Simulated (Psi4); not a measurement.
**GeNH2F (SMILES [NH2][Ge][F]) at SVWN5/cc-pVDZ**

What is the energy change on altering one bond length of GeNH2F at SVWN5/cc-pVDZ? 

The calculation is run with Psi4 1.11.

5 further runs of the same task are left out: 4 that didn't finish, 1 set aside as unsound or not needed.

### 1 The system as given

The species is GeNH2F (5 atoms), meant as a singlet with charge 0. SMILES: `[NH2][Ge][F]`. The coordinates come from a PBE0-D4/def2-TZVP relaxation. This is one conformer, not always the lowest.

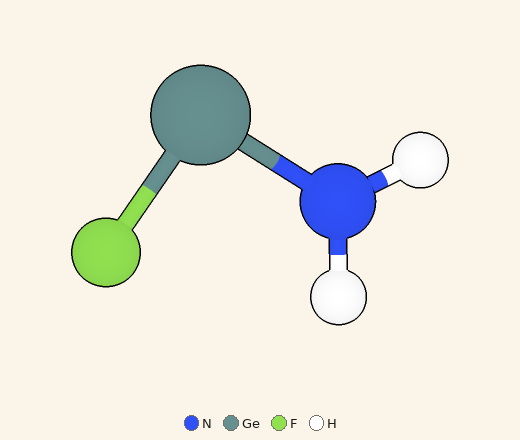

The structure, seen from a chosen angle (nitrogen blue, germanium teal, fluorine green, hydrogen white).

### 2 Energy and forces at SVWN5/cc-pVDZ

File job.in:

```
memory 1600 mb

molecule {
  N     -0.477700     0.347600    -0.204700
  Ge     0.434100    -0.305200     1.217200
  F      1.598300    -1.203900     0.235500
  H     -1.280100     0.952600    -0.130600
  H     -0.224500     0.135300    -1.158700
  symmetry c1
}

set globals {
  basis cc-pVDZ
  puream true
  e_convergence 1e-09
  d_convergence 1e-08
  scf_type pk
  dft_radial_points 99
  dft_spherical_points 590
}

E, wfn = gradient('scf', dft_functional={"name": "SVWN5", "x_functionals": {"LDA_X": {}}, "c_functionals": {"LDA_C_VWN": {}}}, return_wfn=True)
oeprop(wfn, 'DIPOLE', 'MAYER_INDICES', 'LOWDIN_CHARGES')
```

Run with:

```sh
$ psi4 -n 1 job.in job.out
```

job.out:

```text
[...]
  Running in c1 symmetry.
[...]
  Nuclear repulsion =  188.583783618447512
[...]
  Multiplicity = 1
[...]
  Nalpha       = 25
  Nbeta        = 25
[...]
    Number of basis functions: 65
[...]
   @RKS iter   1: -2227.95786924768117   -3.04140e+00   1.80380e-02 DIIS/ADIIS
[...]
   @RKS iter  12: -2228.59101353901224   -6.82121e-12   7.05949e-09 DIIS
[...]
    Orbital Energies [Eh]
    ---------------------
    Doubly Occupied:
       1A   -396.346601     2A    -49.118338     3A    -43.791001
       4A    -43.789692     5A    -43.788425     6A    -24.044635
       7A    -13.862016     8A     -5.961675     9A     -4.198185
      10A     -4.195644    11A     -4.190732    12A     -1.126509
      13A     -1.117024    14A     -1.116781    15A     -1.112945
      16A     -1.111248    17A     -0.997690    18A     -0.769669
      19A     -0.480259    20A     -0.451937    21A     -0.362272
      22A     -0.323341    23A     -0.310081    24A     -0.243674
      25A     -0.235442
[...]
  @RKS Final Energy: -2228.59101353901224
   => Energetics <=
    Nuclear Repulsion Energy =            188.5837836184475123
    One-Electron Energy =               -3485.3890438158246070
    Two-Electron Energy =                1161.0999532076864398
    DFT Exchange-Correlation Energy =     -92.8857065493212275
    Empirical Dispersion Energy =           0.0000000000000000
    VV10 Nonlocal Energy =                  0.0000000000000000
    Total Energy =                      -2228.5910135390122377
[...]
  -Total Gradient:
     Atom            X                  Y                   Z
    ------   -----------------  -----------------  -----------------
       1       -0.007402865540     0.005280179120    -0.012343545369
       2        0.001185345950    -0.000991816639    -0.004621203913
       3       -0.001938291712     0.001514865633     0.002728560890
       4        0.013234632139    -0.009993104819    -0.001570330032
       5       -0.005022790388     0.004149416104     0.015881439933
[...]
 Multipole Moments:
 ------------------------------------------------------------------------------------
     Multipole            Electronic (a.u.)      Nuclear  (a.u.)        Total (a.u.)
 ------------------------------------------------------------------------------------
 L = 1.  Multiply by 2.5417464519 to convert [e a0] to [Debye]
 Dipole X            :          1.9700518           -2.7805670           -0.8105152
 Dipole Y            :         -1.3510751            1.9557106            0.6046355
 Dipole Z            :          5.6187499           -5.8410816           -0.2223317
 Magnitude           :                                                    1.0353504
[...]
```

It took 36 s on 1 thread of Intel Xeon Platinum 8375C at 2.90GHz (Ice Lake), shared host; peak memory 0.57 GiB.

### 3 The distorted shape: a single-point energy at SVWN5/cc-pVDZ

File run.py:

```python
import psi4

psi4.set_memory('1600 MB')
psi4.set_num_threads(1)
psi4.set_output_file('output.dat', False)

mol = psi4.geometry("""
0 1
N
Ge 1 1.810891
F 2 1.768264 1 94.51926
H 1 1.3099 2 124.03119 3 179.97989
H 1 1.009603 4 113.29396 2 -179.99791
symmetry c1
""")

options = {'basis': 'cc-pVDZ', 'puream': True, 'e_convergence': 1e-09, 'd_convergence': 1e-08, 'scf_type': 'pk', 'dft_radial_points': 99, 'dft_spherical_points': 590}
psi4.set_options(options)

E, wfn = psi4.energy('scf', dft_functional={"name": "SVWN5", "x_functionals": {"LDA_X": {}}, "c_functionals": {"LDA_C_VWN": {}}}, return_wfn=True)
print(f'total energy {E:.8f} hartree = {E * 27.211386:.5f} eV')
for k, v in sorted(psi4.core.scalar_variables().items()):
    print(f'{k:45s} {v:18.10f}')
```

Run with:

```sh
$ python run.py
```

output.dat:

```text
[...]
  Running in c1 symmetry.
[...]
  Nuclear repulsion =  186.988881419192296
[...]
  Multiplicity = 1
[...]
  Nalpha       = 25
  Nbeta        = 25
[...]
    Number of basis functions: 65
[...]
   @RKS iter   1: -2227.91395494969947   -3.09409e+00   1.77063e-02 ADIIS/DIIS
[...]
   @RKS iter  13: -2228.55467562331023   -2.72848e-12   3.00898e-09 DIIS
[...]
    Orbital Energies [Eh]
    ---------------------
    Doubly Occupied:
       1A   -396.345818     2A    -49.117536     3A    -43.790131
       4A    -43.788899     5A    -43.787692     6A    -24.045277
       7A    -13.880913     8A     -5.960887     9A     -4.197140
      10A     -4.194849    11A     -4.190214    12A     -1.125778
      13A     -1.116242    14A     -1.115770    15A     -1.112167
      16A     -1.110689    17A     -0.998015    18A     -0.742783
      19A     -0.474007    20A     -0.417122    21A     -0.356772
      22A     -0.323257    23A     -0.309543    24A     -0.239034
      25A     -0.235649
[...]
  @RKS Final Energy: -2228.55467562331023
   => Energetics <=
    Nuclear Repulsion Energy =            186.9888814191922961
    One-Electron Energy =               -3482.3337001278500793
    Two-Electron Energy =                1159.5764174148869188
    DFT Exchange-Correlation Energy =     -92.7862743295396086
    Empirical Dispersion Energy =           0.0000000000000000
    VV10 Nonlocal Energy =                  0.0000000000000000
    Total Energy =                      -2228.5546756233102315
[...]
 Multipole Moments:
 ------------------------------------------------------------------------------------
     Multipole            Electronic (a.u.)      Nuclear  (a.u.)        Total (a.u.)
 ------------------------------------------------------------------------------------
 L = 1.  Multiply by 2.5417464519 to convert [e a0] to [Debye]
 Dipole X            :          0.0000829           -0.0000497            0.0000332
 Dipole Y            :          1.4024338           -0.6939853            0.7084485
 Dipole Z            :          6.0339101           -6.8632155           -0.8293054
 Magnitude           :                                                    1.0907092
[...]
```

The script printed:

```text
total energy -2228.55467562 hartree = -60642.06150 eV
CURRENT ENERGY                                  -2228.5546756233
CURRENT REFERENCE ENERGY                        -2228.5546756233
DD SOLVATION ENERGY                                 0.0000000000
DFT FUNCTIONAL TOTAL ENERGY                     -2228.5546756233
DFT TOTAL ENERGY                                -2228.5546756233
DFT VV10 ENERGY                                     0.0000000000
DFT XC ENERGY                                     -92.7862743295
GRID ELECTRONS ALPHA                               25.0000003126
GRID ELECTRONS BETA                                25.0000003126
GRID ELECTRONS TOTAL                               50.0000006252
NUCLEAR REPULSION ENERGY                          186.9888814192
ONE-ELECTRON ENERGY                             -3482.3337001279
PCM POLARIZATION ENERGY                             0.0000000000
PE ENERGY                                           0.0000000000
SCF ITERATION ENERGY                            -2228.5546756233
SCF ITERATIONS                                     13.0000000000
SCF TOTAL ENERGY                                -2228.5546756233
TWO-ELECTRON ENERGY                              1159.5764174149
XC GRID RADIAL POINTS                              99.0000000000
XC GRID SPHERICAL POINTS                          590.0000000000
XC GRID TOTAL POINTS                           278754.0000000000
```

Run time: 12 s. Hardware: 1 thread of Intel Xeon Platinum 8375C at 2.90GHz (Ice Lake), shared host; peak memory 0.57 GiB.

### 4 Summary of results

Level: SVWN5/cc-pVDZ.

```
                                                         quantity           value
                                        first shape: total energy  -2228.59101 Eh
                                       first shape: dipole moment          2.63 D
                                         first shape: HOMO energy        -6.41 eV
                                         first shape: LUMO energy        -2.16 eV
                                       first shape: HOMO–LUMO gap         4.25 eV
                            first shape: largest force on an atom      0.883 eV/Å
                                    distorted shape: total energy  -2228.55468 Eh
                                   distorted shape: dipole moment          2.77 D
                                     distorted shape: HOMO energy        -6.41 eV
                                     distorted shape: LUMO energy        -2.10 eV
                                   distorted shape: HOMO–LUMO gap         4.32 eV
energy change with the N1–H4 bond stretched from 1.008 to 1.310 Å        0.989 eV
```

In words: With the N1–H4 bond stretched from 1.008 to 1.310 Å the energy rises by 0.99 eV (22.8 kcal/mol). The first shape isn't relaxed at this level, so the change isn't measured from a minimum. The largest force (first shape) is 0.88 eV/Å: the shape isn't a stationary point for this species at this level.
